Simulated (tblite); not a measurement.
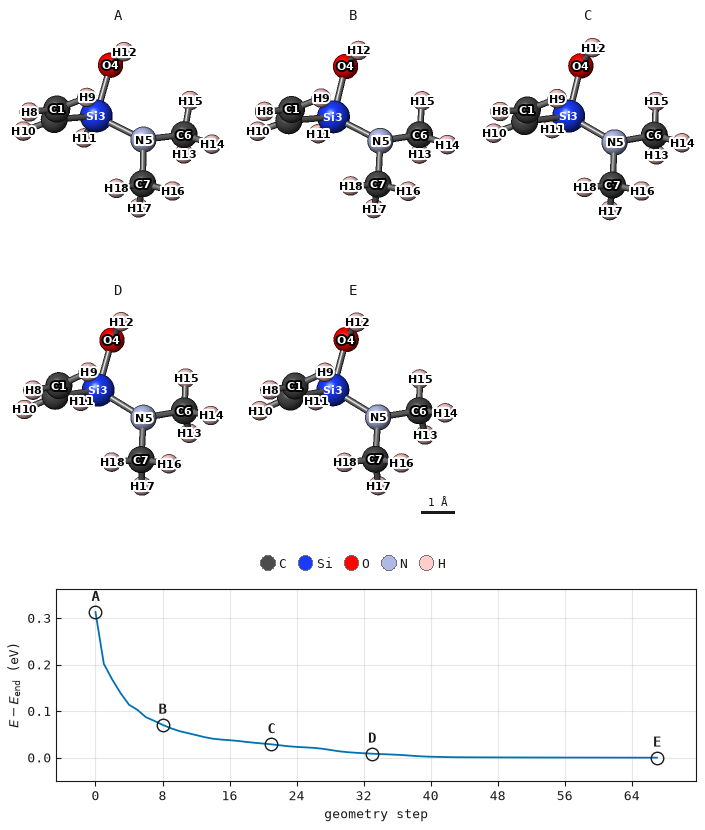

Frames of a relaxation of C₄H₁₁NOSi, marked on the history of the run. Style: ball-and-stick. Shown at a tilt.

The calculation used GFN2-xTB geometry optimisation, gas phase (tblite). 

### Describe the path.

The energy falls by 0.313 eV in 67 geometry steps. The atom that moves furthest after the best rigid fit is an H atom (0.41 Å). By element the largest moves are H 0.41 Å, C 0.12 Å, N 0.12 Å, Si 0.08 Å, O 0.04 Å. Near-neighbour distances that change, for instance: C–Si 1.817 → 1.888 Å, C–N 1.474 → 1.442 Å, O–Si 1.657 → 1.630 Å, C–H 1.107 → 1.086 Å. Among the angles between lasting bonds that change: O–Si–H 111.0° → 99.4°, N–Si–H 107.6° → 117.7°, Si–O–H 113.5° → 120.4°. Cost: 0.75 s on 1 thread of Arm Neoverse N1 (shared host). From step 0 to 8: an H atom moves most (0.14 Å), energy −0.242 eV. From step 8 to 21: an H atom moves most (0.17 Å), energy −0.042 eV. From step 21 to 33: an H atom moves most (0.16 Å), energy −0.020 eV. From step 33 to 67: an H atom moves most (0.10 Å), energy −0.009 eV.
